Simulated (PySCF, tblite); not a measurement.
Potential energy curve for SMILES S (H2S). The S1–H3 bond (S1 also carries H; H3 carries nothing else) is pulled apart rigidly from the PBE0/def2-TZVP optimised geometry.

```
3

S      0.0000     0.0000     0.0000
H      0.0000     1.3402    -0.0543
H      0.0000     0.0000     1.3413
```

Levels: GFN2-xTB, 300 K electronic temperature (tblite); RKS-BHandHLYP = restricted BHandHLYP/6-31G run with PySCF; RKS-LDA (SVWN5)/6-31G* = restricted LDA (SVWN5)/6-31G*, spherical d in PySCF 2.14.0; CASSCF(2,2)/6-31G (PySCF).

Energies are in kJ/mol, each relative to the lowest point of its own curve near equilibrium.

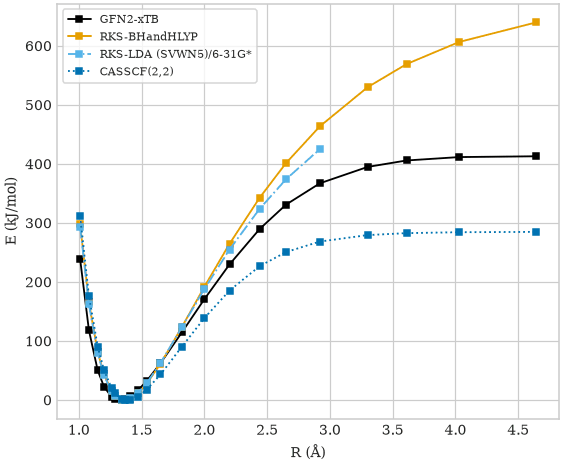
Fig. 1. Energy against bond length for each method.

```json
[
 {"R / Å": "1.01", "GFN2-xTB": "238.7", "RKS-BHandHLYP": "297.7", "RKS-LDA (SVWN5)/6-31G*": "293.6", "CASSCF(2,2)": "311.5"},
 {"R / Å": "1.08", "GFN2-xTB": "118.2", "RKS-BHandHLYP": "165.5", "RKS-LDA (SVWN5)/6-31G*": "162.1", "CASSCF(2,2)": "176.9"},
 {"R / Å": "1.15", "GFN2-xTB": "50.2", "RKS-BHandHLYP": "81.5", "RKS-LDA (SVWN5)/6-31G*": "79.1", "CASSCF(2,2)": "90.6"},
 {"R / Å": "1.20", "GFN2-xTB": "22.7", "RKS-BHandHLYP": "43.4", "RKS-LDA (SVWN5)/6-31G*": "41.6", "CASSCF(2,2)": "50.7"},
 {"R / Å": "1.26", "GFN2-xTB": "5.3", "RKS-BHandHLYP": "15.6", "RKS-LDA (SVWN5)/6-31G*": "14.5", "CASSCF(2,2)": "20.5"},
 {"R / Å": "1.29", "GFN2-xTB": "1.4", "RKS-BHandHLYP": "7.4", "RKS-LDA (SVWN5)/6-31G*": "6.7", "CASSCF(2,2)": "11.1"},
 {"R / Å": "1.34", "GFN2-xTB": "0.0", "RKS-BHandHLYP": "0.7", "RKS-LDA (SVWN5)/6-31G*": "0.4", "CASSCF(2,2)": "2.1"},
 {"R / Å": "1.37", "GFN2-xTB": "1.6", "RKS-BHandHLYP": "0.0", "RKS-LDA (SVWN5)/6-31G*": "0.0", "CASSCF(2,2)": "0.0"},
 {"R / Å": "1.41", "GFN2-xTB": "6.0", "RKS-BHandHLYP": "2.3", "RKS-LDA (SVWN5)/6-31G*": "2.6", "CASSCF(2,2)": "0.2"},
 {"R / Å": "1.47", "GFN2-xTB": "16.3", "RKS-BHandHLYP": "11.1", "RKS-LDA (SVWN5)/6-31G*": "11.8", "CASSCF(2,2)": "5.6"},
 {"R / Å": "1.54", "GFN2-xTB": "32.2", "RKS-BHandHLYP": "27.4", "RKS-LDA (SVWN5)/6-31G*": "28.5", "CASSCF(2,2)": "17.5"},
 {"R / Å": "1.65", "GFN2-xTB": "62.3", "RKS-BHandHLYP": "61.4", "RKS-LDA (SVWN5)/6-31G*": "62.5", "CASSCF(2,2)": "43.3"},
 {"R / Å": "1.82", "GFN2-xTB": "114.4", "RKS-BHandHLYP": "123.4", "RKS-LDA (SVWN5)/6-31G*": "123.2", "CASSCF(2,2)": "90.1"},
 {"R / Å": "2.00", "GFN2-xTB": "171.0", "RKS-BHandHLYP": "191.9", "RKS-LDA (SVWN5)/6-31G*": "188.2", "CASSCF(2,2)": "139.0"},
 {"R / Å": "2.20", "GFN2-xTB": "229.7", "RKS-BHandHLYP": "264.6", "RKS-LDA (SVWN5)/6-31G*": "254.9", "CASSCF(2,2)": "185.4"},
 {"R / Å": "2.44", "GFN2-xTB": "289.7", "RKS-BHandHLYP": "342.7", "RKS-LDA (SVWN5)/6-31G*": "323.9", "CASSCF(2,2)": "226.8"},
 {"R / Å": "2.65", "GFN2-xTB": "331.0", "RKS-BHandHLYP": "401.4", "RKS-LDA (SVWN5)/6-31G*": "374.0", "CASSCF(2,2)": "250.7"},
 {"R / Å": "2.92", "GFN2-xTB": "367.2", "RKS-BHandHLYP": "463.8", "RKS-LDA (SVWN5)/6-31G*": "425.1", "CASSCF(2,2)": "268.5"},
 {"R / Å": "3.30", "GFN2-xTB": "394.9", "RKS-BHandHLYP": "529.9", "RKS-LDA (SVWN5)/6-31G*": "—", "CASSCF(2,2)": "279.5"},
 {"R / Å": "3.61", "GFN2-xTB": "405.8", "RKS-BHandHLYP": "569.1", "RKS-LDA (SVWN5)/6-31G*": "—", "CASSCF(2,2)": "282.7"},
 {"R / Å": "4.03", "GFN2-xTB": "411.6", "RKS-BHandHLYP": "606.7", "RKS-LDA (SVWN5)/6-31G*": "—", "CASSCF(2,2)": "284.3"},
 {"R / Å": "4.64", "GFN2-xTB": "413.0", "RKS-BHandHLYP": "639.6", "RKS-LDA (SVWN5)/6-31G*": "—", "CASSCF(2,2)": "284.9"}
]
```

At the longest distance, 4.64 Å, RKS-BHandHLYP lies highest above its minimum (639.6 kJ/mol) and CASSCF(2,2) lowest (284.9 kJ/mol).

A dash means that the run gave no value there, or that the column was ended at a point which the program doubted or which failed a test of continuity chosen for this set; such a test can also cut sound points.

The restricted form behind RKS-BHandHLYP, RKS-LDA (SVWN5)/6-31G* keeps the bonding electrons paired and can't separate into open-shell fragments.
